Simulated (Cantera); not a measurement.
A closed system holds: 1 mol Al, 0.076 mol O2, 31 mol N2, at 1.33 mbar.

Equilibrium computed with Cantera from the NASA thermochemical tables; the gas is ideal and each condensed phase is pure. Candidate condensed phases: Al, AlN, Al2O3; 16 gas species. Mutual solubility and eutectic melting of coexisting phases are not modelled. Condensed phases not in the tables: aluminium oxynitride. Equilibrium is a limit: real reactors are often held back by kinetics, nucleation or transport.

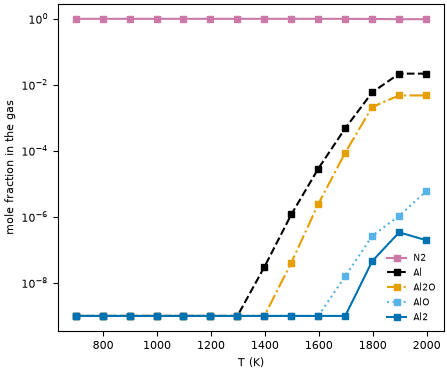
Figure: Equilibrium gas composition (values under 1e-9 drawn at 1e-9)

Task: Read off the mole fractions at 1998 K.

Result: N2 about 0.97, Al about 0.022, Al2O about 0.0048, AlO about 6.0e-6, Al2 about 2.0e-7.
